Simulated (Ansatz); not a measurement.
Input file:

```
crystal:
  periodic: [false, false, false]
  atoms:
    - {symbol: C, position_ang: [-0.289456, -0.957897, -1.076131]}
    - {symbol: Ge, position_ang: [-0.052976, 0.945209, -0.636826]}
    - {symbol: S, position_ang: [-0.636414, 1.326043, 1.489974]}
    - {symbol: H, position_ang: [-0.069523, -1.123367, -2.140852]}
    - {symbol: H, position_ang: [-1.054713, 1.822915, -1.435531]}
    - {symbol: H, position_ang: [0.385357, -1.580478, -0.472335]}
    - {symbol: H, position_ang: [0.160844, 0.359265, 1.995529]}
    - {symbol: H, position_ang: [-1.330938, -1.247531, -0.868958]}
basis:
  gaussian: {orbitals: def2-TZVPD}
magnetization: {spin_polarized: true, initial_magnetization: 1}
hamiltonian: {xc: pbe0}
output: {forces: true, orbitals: {seedname: orbitals}}
```

Command:

```sh
ansatz run input.yaml --threads 2 --pin off --max-ram 4350MiB --events-out events.jsonl --progress --plain --runs-dir runs
```

Geometry: PBE0-D3(BJ)/def2-SVP.

Method: isolated molecule in a Gaussian basis; Kohn-Sham density functional theory, functional PBE0 (Ansatz 0.2.0).

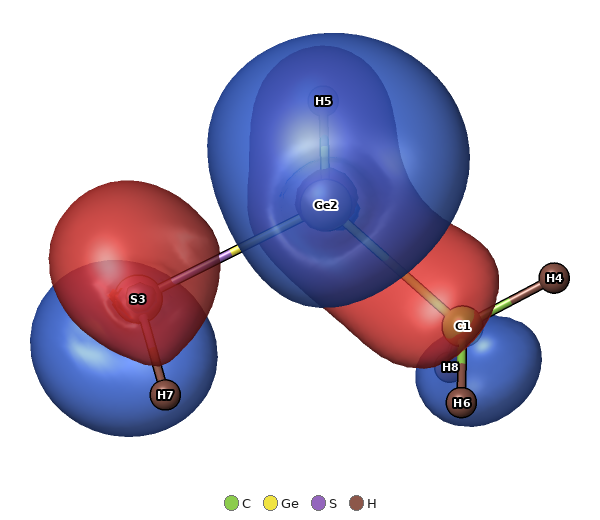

CH5GeS (SMILES [CH3][GeH][SH]) (doublet). The HOMO (α) at ±0.1 Å⁻³ᐟ² (red and blue are the two phases), seen at a tilt.

Question: Describe this orbital and give its energy.

Answer: Its weight (Hirshfeld) is mainly on Ge2 (about 55 %), S3 (about 25 %) and C1 (about 10 %). Its energy is −5.83 eV.
